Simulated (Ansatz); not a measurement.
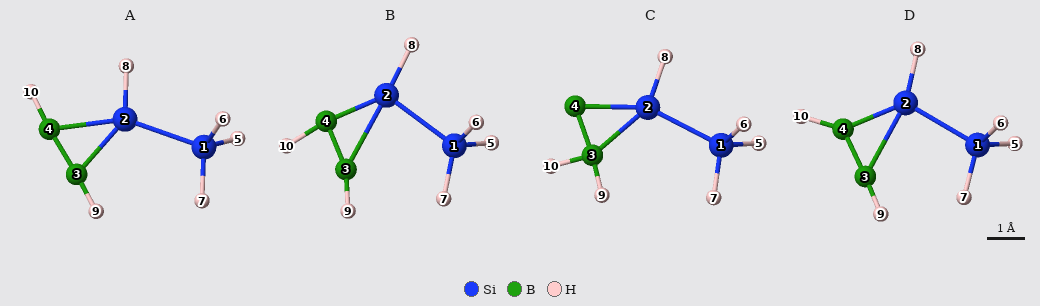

4 geometries from one relaxation of B₂Si₂H₆, in shuffled order. A ball-and-stick model, seen at a tilt.

The run prepares an end point of a later path (hydrogen shift) calculation, from a guessed geometry.

Computed with RKS PBE0-D4/cc-pVDZ (Ansatz). Set-up: no spin polarisation; force threshold 0.02 eV/Å; at most 50 steps.

**Order the frames from highest to lowest energy.**

C, B, D, A. They are steps 0, 7, 14, 26, at +347.3 kJ/mol, +134.1 kJ/mol, +35.6 kJ/mol relative to the last. The largest move after the best rigid fit is that of H10, 2.10 Å. By element the largest moves are H 2.10 Å, B 0.66 Å, Si 0.34 Å. Among the contacts that change: B3–H10 1.170 → 2.687 Å, B4–H10 1.797 → 1.189 Å, Si2–B4 2.007 → 2.090 Å, Si1–H5 1.471 → 1.500 Å. New bonds form: B4–H10 (1.80 → 1.19 Å). Bonds break: B3–H10 (1.17 → 2.69 Å). Among the angles between lasting bonds that change: Si1–Si2–H8 100.9° → 110.4°, B3–Si2–H8 148.8° → 139.8°, B4–Si2–H8 105.3° → 96.9°. The energy falls by 347.3 kJ/mol in 25 accepted moves (26 points after the start). The largest force component goes from 4.6 to 0.014 eV/Å. The line search rejected the trial step at point 8 of the run. Cost: 67 s on 2 threads of Arm Neoverse V1, on a shared host, peak memory 0.19 GiB.
